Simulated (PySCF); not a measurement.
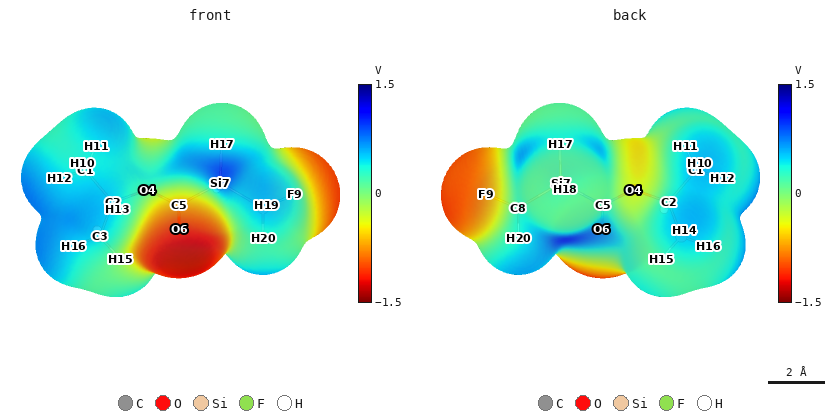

Figure. C$_{5}$H$_{11}$FO$_{2}$Si. The molecular electrostatic potential painted on the density surface at 0.001 e/bohr³, seen from the front and from behind; red is negative and blue positive.

Geometry: GFN2-xTB.

All numbers below come from PBE0/pcSseg-1, SCF density, gas phase, non-relativistic (PySCF).

```xyz
20

C    -2.8002    0.5678    0.6933
C    -1.7018   -0.3711    0.2189
C    -1.9806   -0.9358   -1.1691
O    -0.4737    0.3896    0.1937
C     0.6777   -0.2556    0.3434
O     0.7761   -1.4492    0.5035
Si    2.1262    1.0045    0.2720
C     3.7304   -0.0269    0.4521
F     4.8436    0.7913    0.4024
H    -2.9115    1.3911   -0.0074
H    -2.5544    0.9745    1.6707
H    -3.7409    0.0294    0.7620
H    -1.5610   -1.1957    0.9294
H    -2.0606   -0.1269   -1.8918
H    -1.1748   -1.6011   -1.4697
H    -2.9103   -1.4974   -1.1582
H     1.9897    1.9541    1.3772
H     2.0845    1.6861   -1.0223
H     3.7849   -0.5603    1.4056
H     3.8513   -0.7577   -0.3529
```

Where is the surface potential most negative and most positive?

The most negative region (about −1.3 V) lies over O6, the most positive (about +0.9 V) over Si7. O6 is the likeliest acceptor of a hydrogen bond.

What dipole moment does the calculation give?

Its dipole moment is 2.86 D.
